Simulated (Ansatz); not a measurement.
# Calculations on SnNH3Cl4

**1. Relaxation**

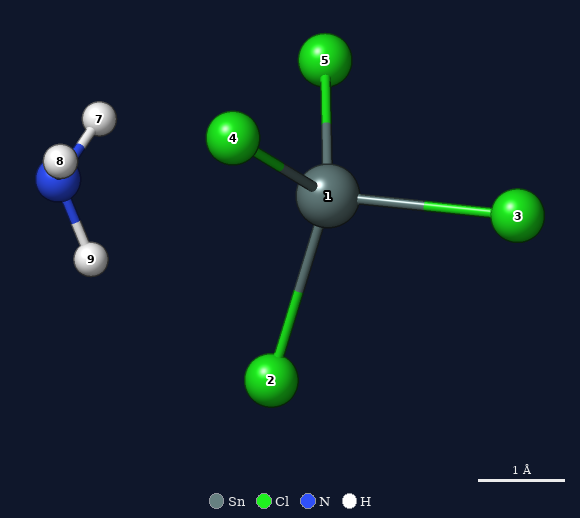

SnNH$_{3}$Cl$_{4}$, before the relaxation. Style: ball-and-stick. Shown at a tilt.

The run prepares an end point of a later path (reaction) calculation, from a guessed geometry.

The calculation used RKS PBE0-D4/def2-SVP (Ansatz 0.2.0).

Input
```yaml
crystal:
  periodic: [false, false, false]
  atoms:
    - { symbol: Sn, position_ang: [0.153393, 0.021699, 0.009206] }
    - { symbol: Cl, position_ang: [0.424209, -0.151629, 2.371985] }
    - { symbol: Cl, position_ang: [2.311244, 0.050015, -0.841115] }
    - { symbol: Cl, position_ang: [-0.814878, 2.02859, -0.648087] }
    - { symbol: Cl, position_ang: [-0.870983, -1.842021, -0.925606] }
    - { symbol: "N", position_ang: [-2.860622, -0.030608, 1.346887] }
    - { symbol: H, position_ang: [-2.843743, -0.789215, 0.673726] }
    - { symbol: H, position_ang: [-2.768029, 0.869349, 0.888072] }
    - { symbol: H, position_ang: [-2.129291, -0.156179, 2.066232] }
basis:
  gaussian: { orbitals: def2-SVP }
hamiltonian:
  xc: pbe0
  dispersion: d4
relax:
  f_tol: 0.03
  max_steps: 50
```

Run as
```bash
ansatz run input.yaml --threads 4 --pin off --max-ram 5120MiB --backend cpu --events-out ev --progress --plain --runs-dir out
```

> Where does the relaxation end?

The atom that moves furthest after the best rigid fit is N6 (0.64 Å). Largest moves by element: N 0.64 Å, Sn 0.30 Å, Cl 0.27 Å, H 0.11 Å. Some distances before and after: Sn1–N6 3.298 → 2.365 Å, Sn1–Cl4 2.323 → 2.357 Å, Sn1–Cl3 2.320 → 2.349 Å, Sn1–Cl2 2.385 → 2.357 Å. New bonds form, among them: Sn1–N6 (3.30 → 2.37 Å). Among the angles between lasting bonds that change: Cl3–Sn1–Cl4 105.9° → 98.2°, Cl2–Sn1–Cl3 105.0° → 98.2°, Cl2–Sn1–Cl4 113.0° → 118.0°. After 9 geometry steps the energy has fallen by 0.788 eV. The largest force component goes from 0.78 to 0.0029 eV/Å.

Step by step:

```tsv
step	E − E(0), eV	largest force component, eV/Å
0	0.0000	0.7819
1	-0.0058	0.9171
2	-0.0453	0.2099
3	-0.0523	0.2031
4	-0.1795	1.5075
5	-0.4970	1.4593
6	-0.6204	2.5985
7	-0.7832	0.1735
8	-0.7878	0.0395
9	-0.7879	0.0029
```

Final geometry:

```xyz
9

Sn   -0.1091    0.0147    0.1529
Cl    0.4929   -0.1733    2.4242
Cl    2.0534    0.0485   -0.7643
Cl   -0.8368    2.1161   -0.6290
Cl   -0.9072   -1.9134   -0.9436
N    -2.2866   -0.0194    1.0752
H    -2.8094   -0.8072    0.6896
H    -2.7688    0.8511    0.8467
H    -2.2271   -0.1170    2.0898
```

The end point in the same view:

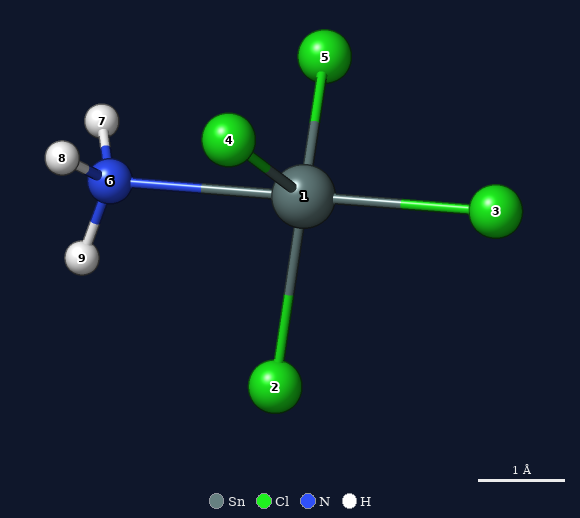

Limits of the set-up: the start holds two separate molecules, 2.6 Å apart at their closest, whose relative position is a soft coordinate.

**2. Relaxation**

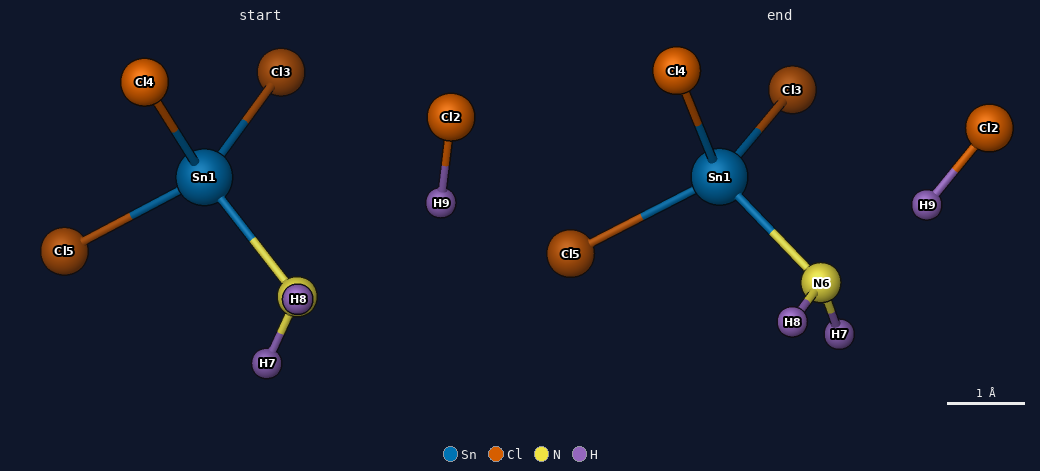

The structure of SnNH3Cl4 before (left) and after (right) a relaxation, at one scale.

A ball-and-stick model, seen at a tilt.

The run prepares an end point of a later path (reaction) calculation, from a guessed geometry.

Theory: Ansatz 0.2.0, RKS PBE0-D4/def2-SVP.

The input:
```yaml
crystal:
  periodic: [false, false, false]
  atoms:
    - { symbol: Sn, position_ang: [-0.647949, -0.077697, -0.424589] }
    - { symbol: Cl, position_ang: [-0.129031, 1.198363, 2.913128] }
    - { symbol: Cl, position_ang: [1.450308, -0.845264, 0.192788] }
    - { symbol: Cl, position_ang: [-0.551795, 2.167655, -1.015484] }
    - { symbol: Cl, position_ang: [-1.260084, -1.303799, -2.316034] }
    - { symbol: "N", position_ang: [-2.101852, -0.45243, 1.008006] }
    - { symbol: H, position_ang: [-2.758624, -1.140728, 0.636489] }
    - { symbol: H, position_ang: [-2.61712, 0.409591, 1.180808] }
    - { symbol: H, position_ang: [-0.782554, 0.044309, 2.766188] }
basis:
  gaussian: { orbitals: def2-SVP }
hamiltonian:
  xc: pbe0
  dispersion: d4
relax:
  f_tol: 0.03
  max_steps: 50
```

Run as
```bash
ansatz run input.yaml --threads 4 --pin off --max-ram 5120MiB --backend cpu --events-out ev --progress --plain --runs-dir out
```

Describe what moved and what it gained.

After 13 geometry steps the energy has fallen by 0.136 eV. The largest force component goes from 0.92 to 0.0044 eV/Å. The forces were under the threshold at step 9, but the run went on from there. The atom that moves furthest after the best rigid fit is H7 (0.85 Å). By element the largest moves are H 0.85 Å, Cl 0.34 Å, N 0.20 Å, Sn 0.07 Å. Near-neighbour distances that change, for instance: Sn1–N6 2.075 → 2.040 Å, Cl2–H9 1.334 → 1.326 Å, Sn1–Cl3 2.318 → 2.311 Å, Sn1–Cl5 2.336 → 2.331 Å. Among the angles between lasting bonds that change: Cl5–Sn1–N6 106.3° → 111.3°, Cl3–Sn1–N6 113.0° → 108.7°, Cl4–Sn1–N6 112.3° → 108.4°. Groups turn about Sn1–N6 by about 50°. Cost: 41 s on 4 threads of Arm Neoverse V1, with other jobs on the host, peak memory 0.39 GiB.

Limits of the set-up: the start holds two separate molecules, 2.3 Å apart at their closest, whose relative position is a soft coordinate.

**3. Path**

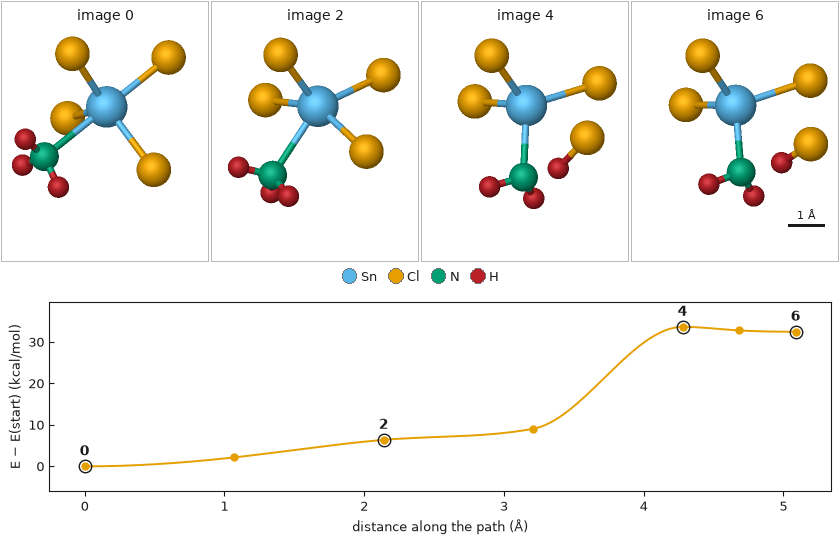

A nudged-elastic-band calculation for SnNH$_{3}$Cl$_{4}$. Images are numbered from 0 (start) to 6 (end). The picture is a ball-and-stick view, seen from a free direction.

Level of theory: RKS PBE0-D4/def2-SVP (Ansatz). Settings: 5 movable images; climbing image; force threshold 0.03 eV/Å; iteration limit 60; starting path through a guess of the saddle point.

Describe the mechanism and the energy profile.

Answer. Breaking: H–N (1.02 → 1.79 Å), Cl–Sn (2.36 → 3.87 Å). Forming: Cl–H (2.74 → 1.33 Å). The highest point, image 4, lies 33.7 kcal/mol above the start and 1.2 kcal/mol above the end; the end is at +32.5 kcal/mol relative to the start. The band converged in 25 iterations. The largest component of the band force went from 10 to 0.029 eV/Å. The climbing image converged on the top of the path. Its vibrational analysis gives one imaginary mode (155i cm⁻¹), as a transition state must have.

Cost: 6.1 min on 4 threads of Arm Neoverse V1, with other jobs on the host, peak memory 0.4 GiB.
